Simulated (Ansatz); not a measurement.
# NH3 (ammonia) at HF/STO-3G

What is the energy change on altering one bond length of NH3 (ammonia) at HF/STO-3G? 

The calculation is run with Ansatz 0.2.0.

29 further runs of the same task are left out: 29 set aside as unsound or not needed.

### Step 1. Starting point

NH3: 4 atoms, total charge 0, spin state singlet. As SMILES, `N`. The shape is that of a PBE0-D4/def2-TZVP optimisation.

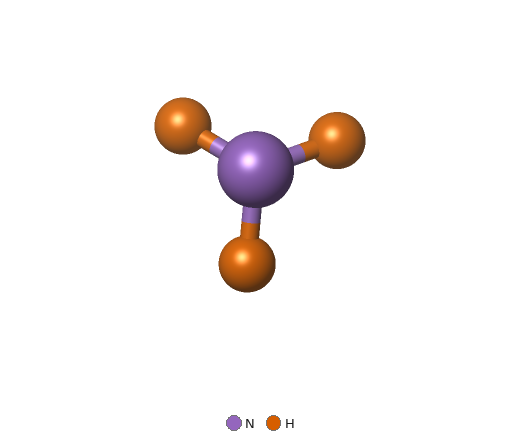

The structure, seen from a chosen angle (nitrogen purple, hydrogen orange).

### Step 2. A single-point energy at HF/STO-3G

Input file run.yaml:

```yaml
crystal:
  periodic: [false, false, false]
  atoms:
    - {symbol: "N", position_ang: [-0.069910, 0.249470, 0.110930]}
    - {symbol: H, position_ang: [0.490470, -0.301820, 0.749180]}
    - {symbol: H, position_ang: [-0.887480, -0.301940, -0.118910]}
    - {symbol: H, position_ang: [0.466920, 0.354280, -0.741200]}
basis:
  gaussian:
    orbitals: STO-3G
accuracy: high
hamiltonian:
  xc: hf
magnetization:
  spin_polarized: false
  initial_magnetization: 0
output:
  orbitals: {seedname: orbitals}
```

On the command line:

```console
ansatz run run.yaml --threads 1 --pin off --max-ram 3480MiB --events-out events.jsonl --progress --plain --runs-dir runs
```

Output:

```text
Warning: RAYON_NUM_THREADS=1 ignored (pool sized by the plan → 1); use --threads N
Functional definition: HF
  name "HF"
  exchange = exact_x
  correlation = 0
108 factors; integrals over basis functions are off by at most 1.1e-8 eV
mean field evaluation 1: about -1508.5524 eV, gradient 1.1e1 eV
mean field evaluation 2: about -1508.5831 eV, gradient 1.1e1 eV
mean field evaluation 4: about -1508.9781 eV, gradient 5.5e-1 eV
mean field evaluation 8: about -1508.9800 eV, gradient 1.4e-6 eV
mean field -1508.97996485 eV, -55.4539908848 hartree, gradient 7.0e-9 eV, S^2 0.000000; 0 other end points of the search recorded, 0 dependent functions left out
reference -1508.97996485 eV, -55.4539908848 hartree; 5, 5 occupied and 3, 3 virtual orbitals, 108 factors
Total energy: -1508.97996485 eV, -55.4539908848 hartree
```

It took 0.06 s on 1 thread of Arm Neoverse V1, shared host.

### Step 3. The distorted shape

Input file run.yaml:

```yaml
crystal:
  periodic: [false, false, false]
  atoms:
    - {symbol: N, position_ang: [-0.338349, 0.197060, 0.537033]}
    - {symbol: H, position_ang: [0.222031, -0.354230, 1.175283]}
    - {symbol: H, position_ang: [-1.155919, -0.354350, 0.307193]}
    - {symbol: H, position_ang: [0.466920, 0.354280, -0.741200]}
basis:
  gaussian:
    orbitals: STO-3G
hamiltonian:
  xc: hf
accuracy: high
output: {orbitals: {seedname: orbitals}}
```

On the command line:

```console
ansatz run run.yaml --threads 1 --pin off --max-ram 3480MiB --events-out events.jsonl --progress --plain --runs-dir runs
```

Output:

```text
Warning: RAYON_NUM_THREADS=1 ignored (pool sized by the plan → 1); use --threads N
Functional definition: HF
  name "HF"
  exchange = exact_x
  correlation = 0
108 factors; integrals over basis functions are off by at most 1.4e-8 eV
mean field evaluation 1: about -1505.1511 eV, gradient 1.2e1 eV
mean field evaluation 2: about -1505.1705 eV, gradient 1.2e1 eV
mean field evaluation 4: about -1505.6842 eV, gradient 7.9e-1 eV
mean field evaluation 8: about -1505.6915 eV, gradient 1.6e-2 eV
mean field -1505.69146208 eV, -55.3331406372 hartree, gradient 1.7e-8 eV, S^2 0.000000; 0 other end points of the search recorded, 0 dependent functions left out
reference -1505.69146208 eV, -55.3331406372 hartree; 5, 5 occupied and 3, 3 virtual orbitals, 108 factors
Total energy: -1505.69146208 eV, -55.3331406372 hartree
```

Wall time 0.06 s (1 thread of Arm Neoverse V1, shared host).

### Step 4. What came out

Level: HF/STO-3G.

| quantity | value |
| --- | --- |
| first shape: total energy | -55.45399 Eh |
| first shape: HOMO energy | -9.56 eV |
| first shape: LUMO energy | 17.38 eV |
| first shape: HOMO–LUMO gap | 26.93 eV |
| distorted shape: total energy | -55.33314 Eh |
| distorted shape: HOMO energy | -9.10 eV |
| distorted shape: LUMO energy | 8.55 eV |
| distorted shape: HOMO–LUMO gap | 17.66 eV |
| energy change with the N1–H4 bond stretched from 1.013 to 1.519 Å | 3.289 eV |

What this shows: With the N1–H4 bond stretched from 1.013 to 1.519 Å the energy rises by 3.29 eV (317 kJ/mol). The first shape isn't relaxed at this level, so the change isn't measured from a minimum. The minimal basis adds a large error of its own.
